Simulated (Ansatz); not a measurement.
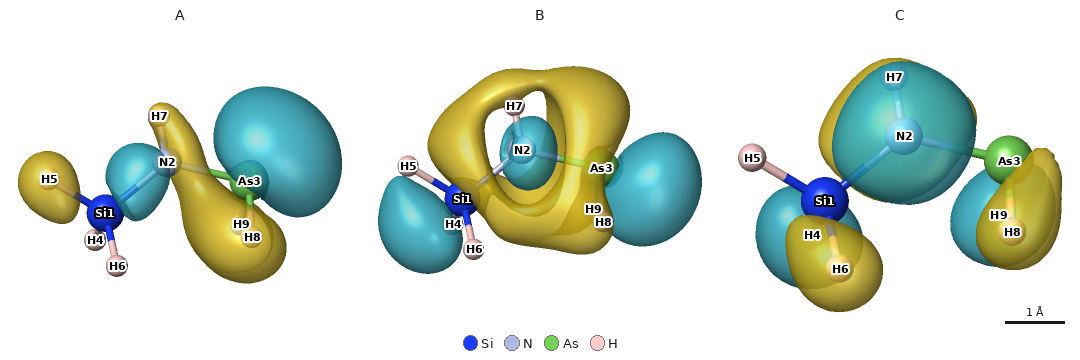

Figure. AsH₆NSi. Three frontier orbitals at ±0.08 Å⁻³ᐟ² (yellow and cyan are the two phases), in no order.

All numbers below come from Ansatz 0.2.0, RKS r2SCAN-D4/def2-SVP.

```xyz
9

Si   -0.5472    0.6584   -0.8305
N     0.8782    0.2110    0.0549
As    0.9867   -1.0785    1.3821
H    -1.0905   -0.4516   -1.6801
H    -0.2041    1.8124   -1.7157
H    -1.6293    1.0476    0.1243
H     1.7911    0.5009   -0.2816
H    -0.2090   -0.5878    2.2024
H     0.1126   -2.1585    0.7271
```

### Order the three orbitals by energy and name them.

A is the HOMO−1 (−6.72 eV). Its weight (Hirshfeld) is mainly on As3 (about 70 %), N2 (about 10 %), H8 (about 10 %) and H9 (about 5 %); largely a lone pair of As3. C is the HOMO (−6.16 eV). It lies mainly on N2 (about 55 %), As3 (about 10 %) and H4 (about 5 %). B is the LUMO (−0.63 eV). It lies mainly on As3 (about 50 %), Si1 (about 20 %) and N2 (about 15 %).

### What is the HOMO–LUMO gap?

5.53 eV between the orbital energies.
